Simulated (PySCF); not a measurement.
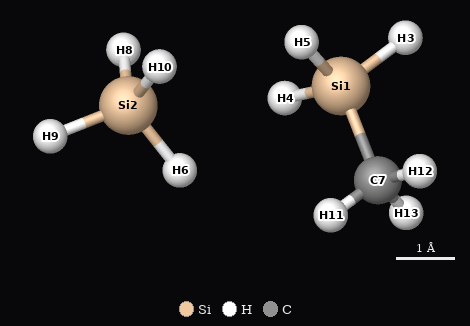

**Figure 1.** The structure as given in the input (ball-and-stick view, seen at a tilt; atoms are numbered from 1 in the order of the input). Bond lengths as drawn: C–H 1.09 Å, C–Si 1.87 Å and H–Si 1.48 to 1.49 Å.

**Single-point calculation, with input and output: CH10Si2**

System: CH10Si2.
Method: RKS B3LYP-D4/def2-TZVPP, density fitting (PySCF 2.14.0).

The geometry is the product side of a reaction. The reaction was set up to form Si1–C7 and Si2–H6 and to break Si1–Si2 and H6–C7 (atoms counted from 1 in the order of the input); sticks are drawn by distance alone. The geometry comes from this level: PBE0-D4/def2-TZVP.

## Log
```
Total energy -16957.866333 eV, <S^2> 0.0000
```

This output came from the following input.

## Input file
```python
import json, numpy as np
from pyscf import gto, scf, dft, mp, cc
EV, BOHR = 27.211386245988, 0.529177210903
mol = gto.M(atom="""
Si -0.673876 1.359591 0.475590
Si 1.851053 -1.776830 0.333674
H -0.974732 2.764049 0.865087
H -0.936226 0.482547 1.648209
H 0.776727 1.273409 0.150352
H 0.448233 -1.763444 -0.155699
C -1.711737 0.841830 -0.991156
H 1.899661 -1.226190 1.710307
H 2.349651 -3.176241 0.339484
H 2.696173 -0.954494 -0.567522
H -1.477113 -0.182614 -1.288629
H -1.526244 1.495788 -1.846327
H -2.775886 0.891407 -0.749682
""", basis="def2-tzvpp", charge=0, spin=0, max_memory=8670, verbose=0)
def mean_field(mol, dm=None):
    mf = dft.RKS(mol, xc="b3lypg").density_fit()
    mf.conv_tol = 1e-9; mf.grids.level = 4
    mf.kernel(dm0=dm)
    if not mf.converged: mf = mf.newton().run(mf.mo_coeff, mf.mo_occ)
    assert mf.converged
    return mf
def d4(mol):
    from pyscf.dispersion.dftd4 import DFTD4Dispersion
    real = gto.M(atom=[(mol.atom_pure_symbol(i), mol.atom_coord(i)) for i in range(13)], unit='B', charge=mol.charge, spin=None, basis='def2-svp', verbose=0)
    r = DFTD4Dispersion(real, xc="b3lyp", atm=True).get_dispersion(grad=True); return r["energy"], r["gradient"]
def energy_and_gradient(mol, dm=None):
    mf = mean_field(mol, dm); e, g = d4(mol)
    return mf, (mf.e_tot + e) * EV, (mf.nuc_grad_method().kernel()[:13] + g) * EV / BOHR
out = {}
mf = mean_field(mol); e = d4(mol)[0]
out.update(energy=(mf.e_tot + e) * EV, converged=True, dispersion=e * EV)
out['s2'] = mf.spin_square()[0]; out['nelec'] = mol.nelec
print(f"Total energy {out['energy']:.6f} eV, <S^2> {out['s2']:.4f}")
json.dump(out, open("out.json", "w"), default=float)
```

Command:
```bash
OMP_NUM_THREADS=4 python run.py
```

## Summary

```json
{"quantity": "outcome", "value": "converged"}
{"quantity": "total energy", "value": "−16957.8663 eV"}
{"quantity": "dispersion energy", "value": "−0.3240 eV"}
{"quantity": "hardware", "value": "4 threads of Arm Neoverse V2, 23 GiB of memory available, shared host"}
{"quantity": "wall time", "value": "15 s (CPU time 54 s)"}
{"quantity": "peak memory", "value": "0.94 GiB"}
```
